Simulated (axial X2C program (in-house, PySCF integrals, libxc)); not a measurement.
# InMo: relativistic diatomic calculation

System: InMo, single determinant with Ω = 5/2. The distance is the PBE0 minimum at charge 0.
Method: expectation values, HF and Kohn-Sham, two-component X2C with atomic mean-field Coulomb and Gaunt terms, In dyall-cv3z, Mo dyall-cv3z (cores contracted) (axial X2C program (in-house, PySCF integrals, libxc)).

The program's output:
```
two-component X2C + atomic mean field  PBE0
basis functions 283  fitting functions 1332  grid points 5803
iter        total energy     max residual
   1      -9924.721834220     2.04e-06
   2      -9924.721834220     3.71e-06
converged
one-electron -14404.89872925  Coulomb 4402.57227928  exact exchange -70.27781975  xc functional -215.11267932  nuclear repulsion 368.16994593  atomic mean-field constant -5.17483111
```

Expectation values by level of theory:

```
                                             quantity    PBE0      HF    B3LYP   PBE50    BP86
effective field for an electron dipole moment (GV/cm)    1.79   −2.21     1.01    1.99    1.40
           field gradient at the first nucleus (a.u.)   −5.63   −1.94    −5.19   −5.84   −5.10
          field gradient at the second nucleus (a.u.)  −0.291  −0.144  −0.0750  −0.402  −0.174
                           A∥/gI, first nucleus (MHz)   −39.4    −322    −41.6   −57.2   −43.3
                          A∥/gI, second nucleus (MHz)     332     318      236     342     350
```

Each column comes from one determinant, in a basis with contracted cores. The levels disagree widely: the effective field runs from −2.21 to 1.99 GV/cm, A∥/gI at the first nucleus runs from −322 to −39.4 MHz, the field gradient at the first nucleus runs from −5.84 to −1.94 a.u. and the field gradient at the second nucleus runs from −0.402 to −0.0750 a.u. They may not all have settled in the same state, and these values aren't reliable properties of the molecule.

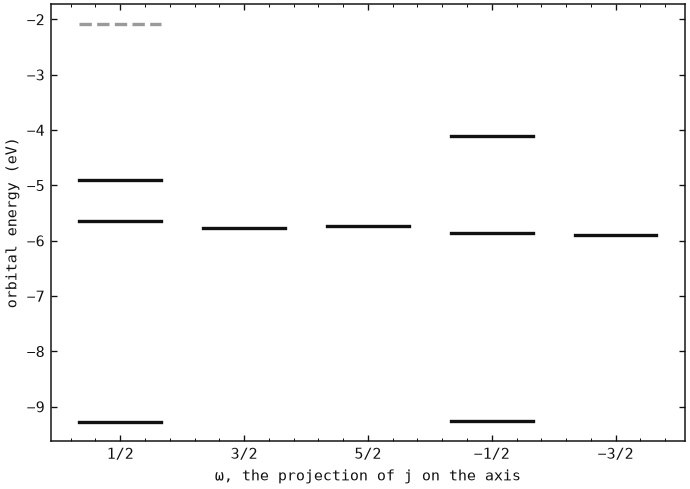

Orbital energies (PBE0) near the frontier at 2.96 Å, filled (solid) and empty (dashed). The highest filled spinor (−1/2; 68 % In p, 19 % Mo s) lies at −4.11 eV, the lowest empty one (1/2; 72 % In p, 16 % Mo d) at −2.08 eV.

Input file:
```
{"zs": [49, 42], "q": 0, "bas": ["dyall-cv3z", "dyall-cv3z"], "r0": 2.8, "levels": ["PBE0", "HF", "B3LYP", "PBE50", "BP86"], "nst": 3}
```

The line is the task of a batch: nuclear charges, charge, bases, the levels to run, a first guess of the distance and further settings. This report covers the levels named above. The log is that of the reference distance, started from orbitals converged before.

Launched within a batch (the task file carries these settings):
```bash
python <driver script> task.json out
```

Results in brief:

- outcome: converged; the levels of theory disagree widely
- hardware: 1 thread of Arm Neoverse V1, 24 GiB of memory available, shared host
- wall time: 10 s
- peak memory: 0.68 GiB
